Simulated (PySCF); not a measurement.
# Br3ClSn (SnClBr3): the cost of one run

Programs: PySCF 2.14.0, with routines of our own; each step states its level. All values are computed. Atoms count from 0.

### Step 1. The system as given

5 atoms, charge 0, multiplicity 1; geometry from: GFN2-xTB.

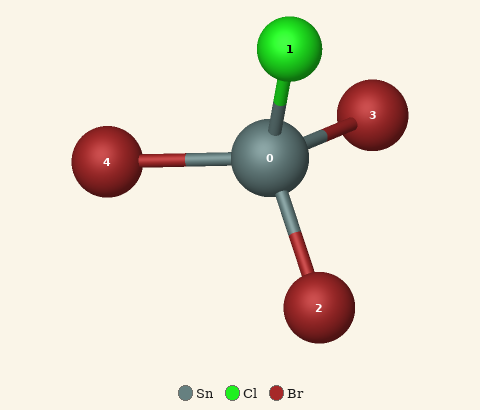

The starting geometry (tin teal, chlorine green, bromine red); sticks join atoms by distance alone.

### Step 2. Geometry optimisation at PBE0-D3(BJ)/def2-SVP

The job: settings as JSON, then the geometry in Å.

```
{"job": {"xc": "PBE0", "basis": "def2-SVP", "d3": "d3bj", "grid": 1, "maxiter": 30, "shake": 0.03, "kind": "geom"}, "charge": 0, "multiplicity": 1}
Sn     0.061690    -0.077030     0.060080
Cl    -0.006940    -0.030090     2.372170
Br     2.328240     0.003700    -0.844480
Br    -1.104410     2.082300    -0.799980
Br    -1.203730    -2.089370    -0.849910
```

Command:

```
$ OMP_NUM_THREADS=1 python heavy_run.py task.json out
```

The driver reads the jobs from task.json and runs them one after another.

**Question.** How long does this first job take on 1 thread of AMD EPYC 9R14, shared host, and how much memory does it need?

About 91 s, with a peak of 0.71 GiB.
